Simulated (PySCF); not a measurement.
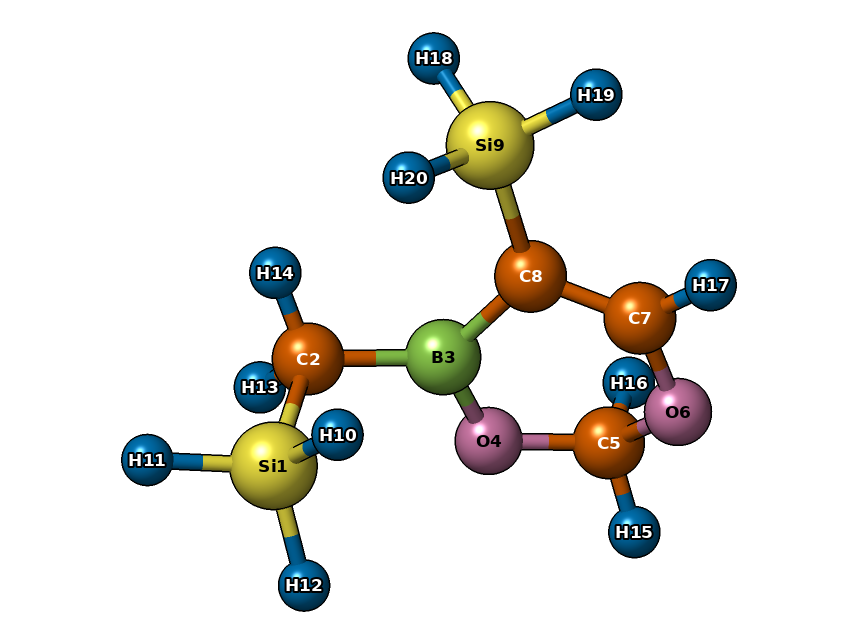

Every bond is drawn as one stick. The geometry was computed by an optimisation with GFN2-xTB. No frequency run is at hand to confirm it as a minimum. Computed with PBE0/pcSseg-1 (PySCF 2.14.0).

Which bond between heavy atoms has the highest Mayer bond order?

C7–C8, 1.78, at a length of 1.338 Å.

List the Mayer bond orders of Si1–C2, C2–B3, B3–O4, B3–C8, O4–C5, C5–O6, O6–C7, C7–C8, C8–Si9 (bonds between heavy atoms, one of each equivalent set).

```
  bond  Mayer order  length (Å)
Si1–C2         0.90       1.904
 C2–B3         1.03       1.566
 B3–O4         1.15       1.361
 B3–C8         0.90       1.563
 O4–C5         0.93       1.389
 C5–O6         0.92       1.402
 O6–C7         1.05       1.364
 C7–C8         1.78       1.338
C8–Si9         0.88       1.872
```

The geometry is semi-empirical. Around B, Si such bond lengths and angles can be off by a tenth of an ångström or more and by several degrees, and values that hang on the shape move with them.
